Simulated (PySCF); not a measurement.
# RuCl₂⁺: relaxation and vibrations of the doublet

Aim: relax RuCl₂⁺ as a doublet from a bent start, check by its vibrations whether the end is a minimum, and collect its spectrum and constants.

The runs use PySCF 2.14.0; PBE0, basis Ru def2-SVP with ECP28, Cl def2-SVP, scalar-relativistic core potentials, no spin–orbit coupling, density fitting.

## 1. Where the work starts

3 atoms, charge 1, spin multiplicity 2.

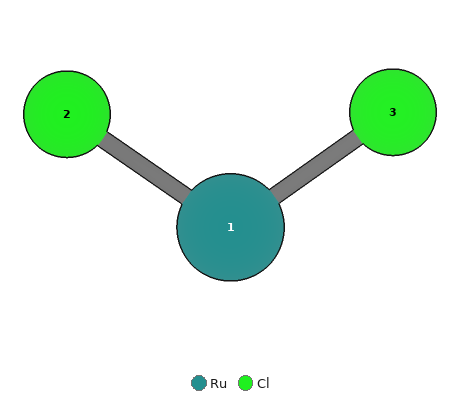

As it starts; ruthenium teal, chlorine green; atoms are numbered from 1 in the order of the file.

Coordinates in bohr (charge 1 multiplicity 2):
```
Ru    0.0000    0.0000   -0.9684
Cl    3.3981    0.0000    1.4110
Cl   -3.3981    0.0000    1.4110
```

## 2. Relaxing the doublet from the bent start

The steps below are one call of a driver around PySCF. For each, scf.py gives the equivalent set-up of the SCF; relaxations use the driver's own optimiser. Before each start the driver seeks the lowest SCF state from one or more starting densities and follows internal instabilities, so scf.py alone need not reach the same state.

The program finds C2v symmetry in the start, which this walk keeps.

File scf.py:

```python
from pyscf import gto, scf, dft
mol = gto.M(atom='''
Ru     0.000000     0.000000    -0.512439
Cl     1.798200    -0.000000     0.746661
Cl    -1.798200     0.000000     0.746661''',
    basis={'Ru': 'def2-SVP', 'Cl': 'def2-SVP'},
    ecp={'Ru': 'def2-SVP'},
    charge=1, spin=1)
mf = dft.UKS(mol, xc='PBE0')
mf.grids.atom_grid = (50, 194)
aux = {'Ru': 'def2-universal-JKFIT', 'Cl': 'def2-universal-JKFIT'}
mf = mf.density_fit(auxbasis=aux)
mf.kernel()
```

Further steps of the session: Vibrations and properties at this point.

What does the calculation give? Wanted: minimum; geometry; wavenumbers; dipole moment; highest occupied, lowest empty level; polar-tensor charge of Ru1; zero-point energy; ⟨S²⟩.

As calculated:

```
                                          quantity                                value
                                           minimum      broken-symmetry (Ms = 1/2), C2v
                                          geometry  Ru–Cl 2.139 Å (×2); Cl–Ru–Cl 111.3°
                                wavenumbers (cm⁻¹)         109 (a1), 445 (a1), 457 (b2)
                    dipole moment (centre of mass)                               2.18 D
highest occupied, lowest empty level (either spin)                    -14.17, -11.36 eV
                        polar-tensor charge of Ru1                              +1.44 e
                                 zero-point energy                           6.0 kJ/mol
                               entropy at 298.15 K                      304.8 J/(mol K)
                                              ⟨S²⟩                                1.757
```

The molecule stays C2v, as typed, and the end point is a minimum. The determinant is spin-contaminated (⟨S²⟩ = 1.76 against 0.75), so it is no pure spin state. The strongest infrared band lies at 457 cm⁻¹ (b2, stretch). Other starts or spin states, not run here, may lie lower. One determinant may miss the lowest occupation of an open d or f shell.
